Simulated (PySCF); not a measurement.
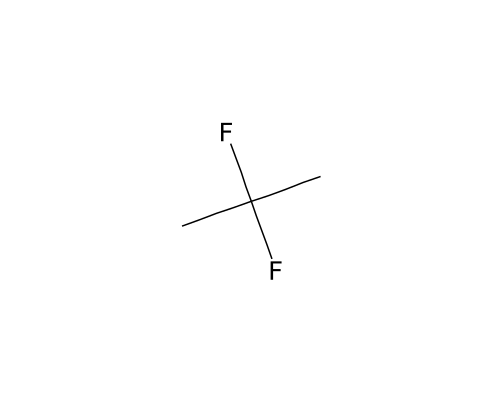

A structural formula.

> Give its SMILES.

CC(C)(F)F

> Give the formula, hydrogens included.

C3H6F2.

> An optimisation with PBE0-D3(BJ)/def2-SVP gave a structure of which point group?

Cs.

The parts below concern this one geometry. Atoms keep their numbers from picture to picture. Computed geometry: PBE0-D3(BJ)/def2-SVP optimisation. No frequency run is at hand to confirm it as a minimum.

**Geometry**

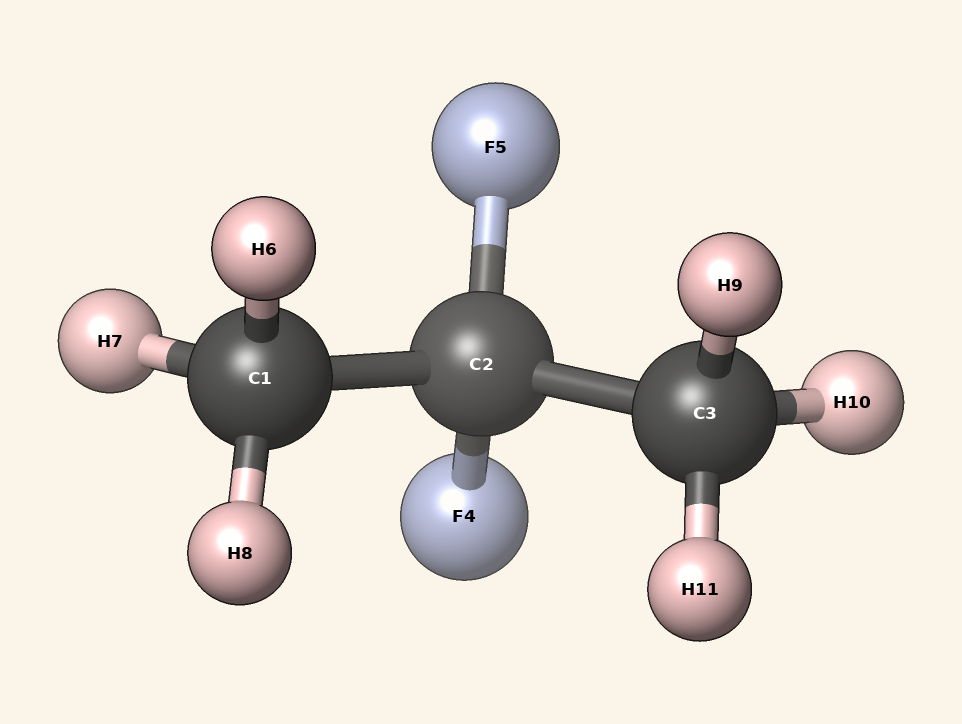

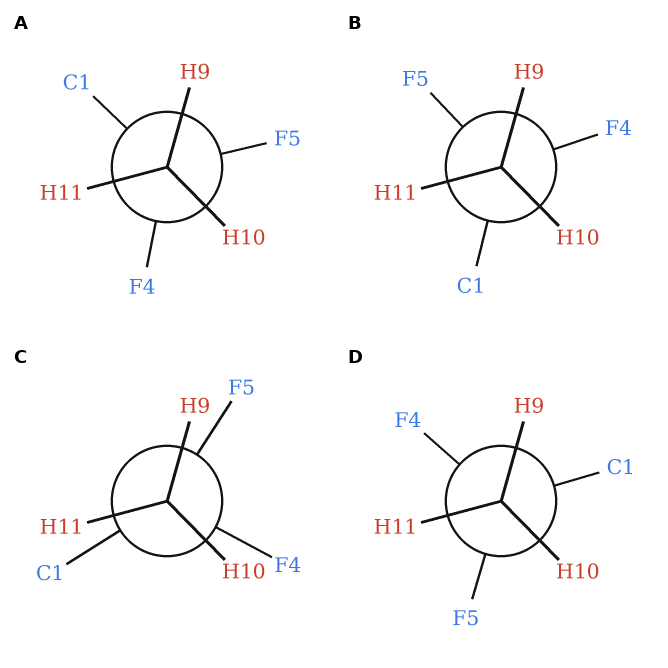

Depth is shown by fading: the farther an atom, the more it takes the colour of the background. Bonds that would overlap in a projection are set slightly apart. No frequency run is at hand to confirm it as a minimum.

> Which Newman projection shows the view along C3–C2, with C3 in front?

A. The torsion angle H9–C3–C2–F4 is 176°, antiperiplanar (anti).

**Polarisability**

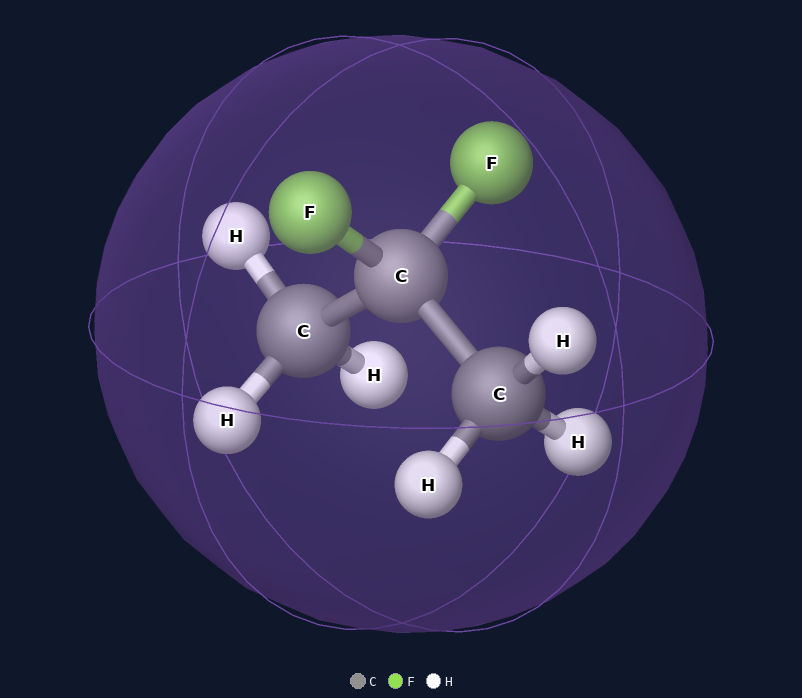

The ellipsoid shows the static dipole polarisability: its half-axes are proportional to the principal values. No frequency run is at hand to confirm it as a minimum. Level of theory: B3LYP/def2-SVPD (PySCF 2.14.0).

> Give the principal values, the mean and the anisotropy.

Principal values 39.3, 40.1, 43.5 bohr³; mean 41.0 bohr³ (6.07 Å³); anisotropy 3.9 bohr³, so the longest axis is 1.11 times the shortest.

**Charges**

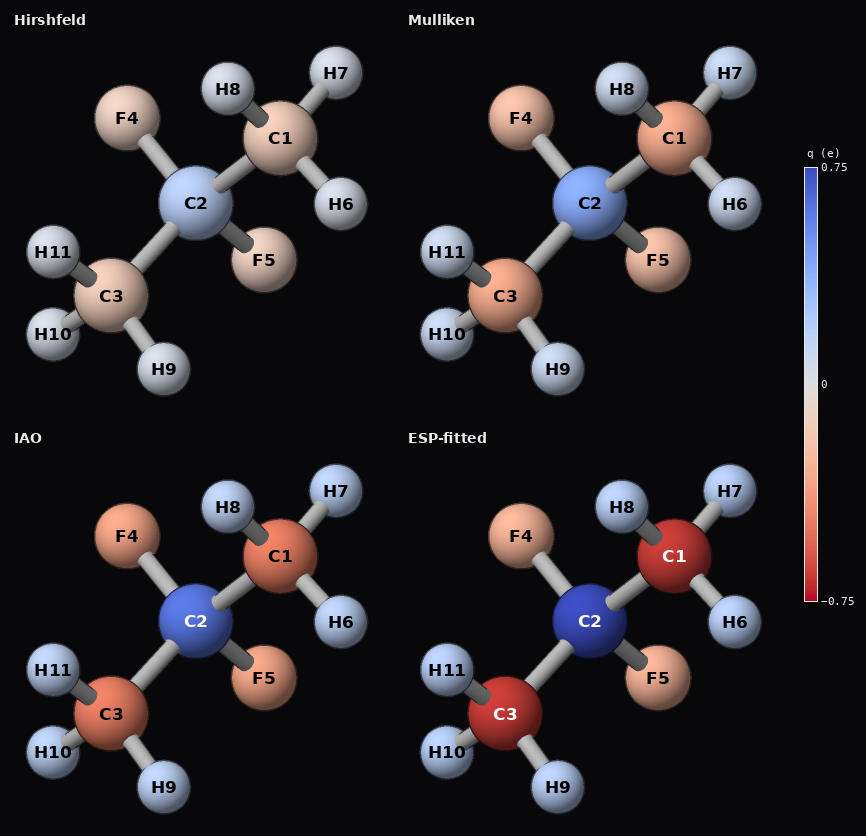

Atomic charges of one calculation by 4 schemes, on one colour scale. No frequency run is at hand to confirm it as a minimum. Computed with PBE0/cc-pVTZ (PySCF 2.14.0).

> Which scheme gives the most polar picture (largest mean size of the charges)?

The ESP-fitted charges are the largest in size here, and the Hirshfeld charges the smallest.

> On which atom do the schemes disagree most?

On C2 (from 0.18 to 0.74 e).

List the charges (e), one line for each set of equivalent atoms. Atoms whose distances differ by more than 0.02 Å in this geometry are listed apart.

```json
{"atom": "C1, C3", "Hirshfeld": "−0.14", "Mulliken": "−0.30", "IAO": "−0.46", "ESP-fitted": "−0.65"}
{"atom": "C2", "Hirshfeld": "0.18", "Mulliken": "0.38", "IAO": "0.59", "ESP-fitted": "0.74"}
{"atom": "F4, F5", "Hirshfeld": "−0.11", "Mulliken": "−0.20", "IAO": "−0.32", "ESP-fitted": "−0.26"}
{"atom": "H6, H9", "Hirshfeld": "0.05", "Mulliken": "0.10", "IAO": "0.16", "ESP-fitted": "0.18"}
{"atom": "H7, H10", "Hirshfeld": "0.05", "Mulliken": "0.11", "IAO": "0.17", "ESP-fitted": "0.18"}
{"atom": "H8, H11", "Hirshfeld": "0.05", "Mulliken": "0.10", "IAO": "0.16", "ESP-fitted": "0.18"}
```

**NMR shielding**

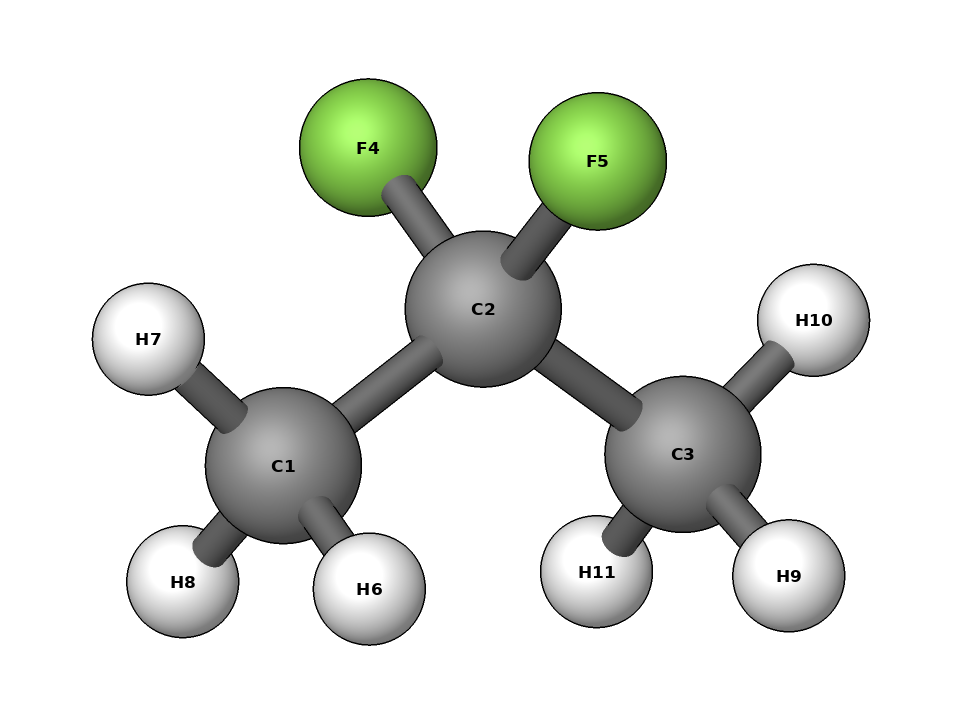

No frequency run is at hand to confirm it as a minimum. Level of theory: GIAO PBE0/aug-cc-pVDZ NMR shielding, non-relativistic, gas phase (PySCF 2.14.0). Principal shieldings σ11 ≤ σ22 ≤ σ33, span Ω = σ33 − σ11, skew κ = 3(σiso − σ22)/Ω.

Give the shielding tensors of the F atoms.

| atom | σ11 | σ22 | σ33 | σiso | Ω | κ |
| --- | --- | --- | --- | --- | --- | --- |
| F4, F5 | 198.9 | 335.5 | 346.4 | 293.6 | 147.5 | −0.85 |

Shieldings and span in ppm.

**Excitation**

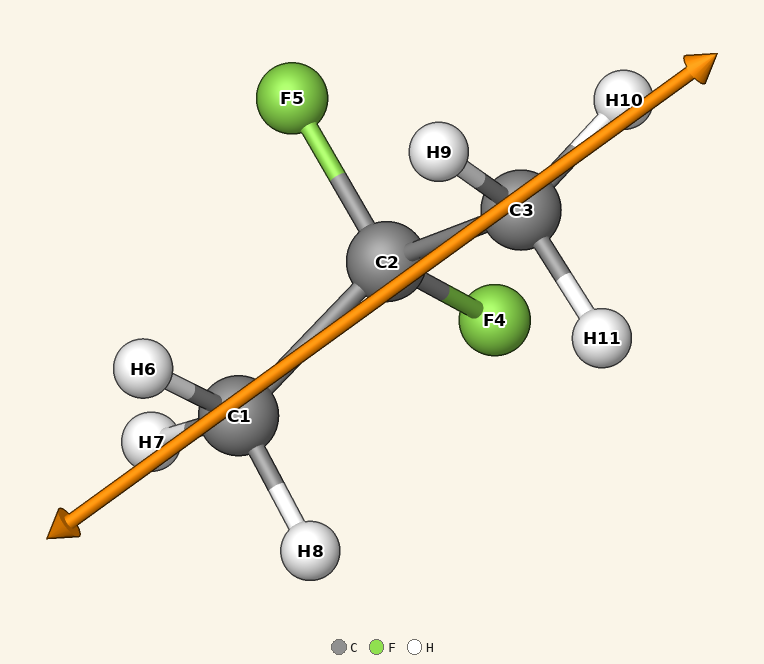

The double arrow shows the direction of the transition dipole to excited singlet state 9 (its length means nothing). No frequency run is at hand to confirm it as a minimum. Properties computed with TDDFT B3LYP/def2-SVPD, vertical, gas phase, core orbitals frozen in the response (PySCF 2.14.0).

> How is the transition polarised?

Close to the long direction C1···C3.

> Give its energy, strength and character.

10.48 eV (118 nm), oscillator strength 0.087, mainly HOMO → LUMO+4 (weight 0.94); transition dipole 1.48 D.

Mulliken values depend strongly on the basis set and can even reverse the polarity of a bond.
